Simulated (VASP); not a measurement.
Band structure of Ir (space group Fm-3m). Computed with LDA (Ceperley-Alder, Perdew-Zunger), VASP's LDA PAW potentials (set 64) (plane waves; VASP).

Unless said otherwise, spin-orbit coupling is left out, though it shifts the bands of the heavy elements here.

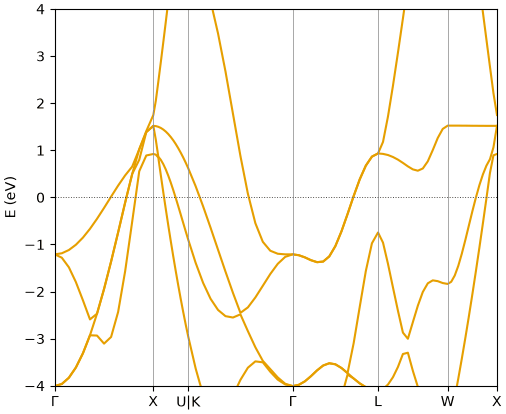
Figure: Bands along high-symmetry lines, zero at the valence-band maximum or, without a gap, the Fermi level

Problem. Read the plot: is there a gap, and where are the band edges?

Solution. It has no gap at this level: it comes out as a metal or semimetal. (Edges off the drawn lines would not show.)

The structure comes from a computed database's Ir entry (Fm-3m); how it stands against other phases isn't given here. It was relaxed first.
